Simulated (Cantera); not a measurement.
Input: 1 mol SiC, 0.05 mol N₂, 0.042 mol C, at 0.00520 bar.

Method: chemical equilibrium by Gibbs-energy minimisation in Cantera with the NASA 1993 tables (ideal gas, pure condensed phases). Candidate condensed phases: C, Si, SiC, Si₃N₄; 20 gas species. The tables' values for SiN are old estimates; treat these amounts as uncertain. Equilibrium is a limit: real reactors are often held back by kinetics, nucleation or transport.

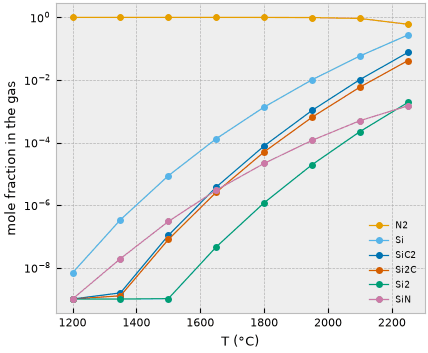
*Equilibrium gas composition (values under 1e-9 drawn at 1e-9)*

From 1200 °C to 2250 °C the condensed part is C(graphite) + SiC(s).
